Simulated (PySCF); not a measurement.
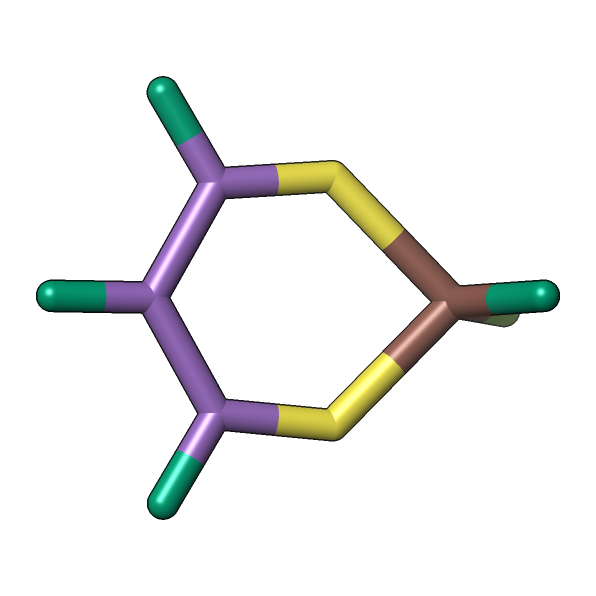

The picture shows a molecular structure as a stick model. Every bond is drawn as one stick, whatever its order. Colours: fluorine green, aluminium brown, oxygen yellow, carbon purple, hydrogen teal.

Computed geometry: GFN2-xTB optimisation. No frequency run is at hand to confirm it as a minimum.

Identify the structure.

It has 11 atoms: 3 carbon, 4 hydrogen, 1 aluminium, 1 fluorine and 2 oxygen (C3H4AlFO2). As SMILES it reads `[F][Al@H-]1[O]C=CC=[O+]1`. Among its groups: alkene. This geometry has Cs symmetry. Coordination, clear cases only: 2 O bent; 3 C trigonal planar.

The parts below concern this one geometry. Atoms keep their numbers from picture to picture.

**Electronic properties**

No frequency run is at hand to confirm it as a minimum. Method: CAM-B3LYP/def2-SVPD, gas phase (PySCF 2.14.0). Excitations: vertical, linear response.

What is the HOMO energy (Kohn–Sham orbital)?

Answer. −9.29 eV.

Give the lowest vertical singlet excitation at this level.

Answer. 4.52 eV.

Estimate the brightest of the 8 lowest singlets.

Answer. 4.77 eV.

Estimate the HOMO–LUMO gap.

Answer. 7.71 eV.

**Core levels**

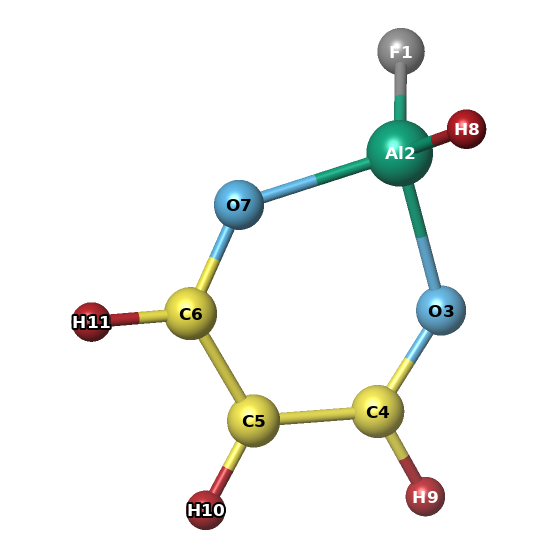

No frequency run is at hand to confirm it as a minimum. Level of theory: delta-SCF UKS SCAN, pcX-2 on the ionised atom, pcseg-1 elsewhere, spin-free X2C (PySCF 2.14.0).

Give the core-electron binding energies (to vacuum; p and d levels without spin–orbit splitting) of F1 1s, Al2 1s, Al2 2p, O3 1s, C4 1s, C5 1s.

| atom | level | binding energy (eV) |
| --- | --- | --- |
| F1 | 1s | 691.1 |
| Al2 | 1s | 1567.4 |
| Al2 | 2p | 80.8 |
| O3 | 1s | 539.0 |
| C4 | 1s | 293.8 |
| C5 | 1s | 291.2 |

**Dipole moment**

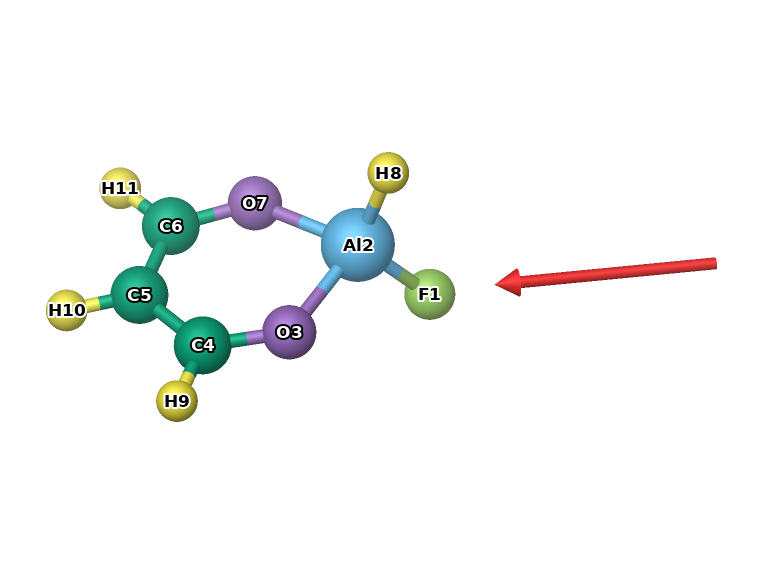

The arrow beside the molecule shows the direction of the dipole moment, from the negative to the positive end (its length means nothing). No frequency run is at hand to confirm it as a minimum. Level of theory: CAM-B3LYP/def2-SVPD, gas phase (PySCF 2.14.0).

Estimate the dipole moment.

Answer. 5.37 D; it points from the side of F1 to the side of H10 (the outermost atoms at the two ends).

The geometry is semi-empirical. Around Al such bond lengths and angles can be off by a tenth of an ångström or more and by several degrees, and values that hang on the shape move with them.
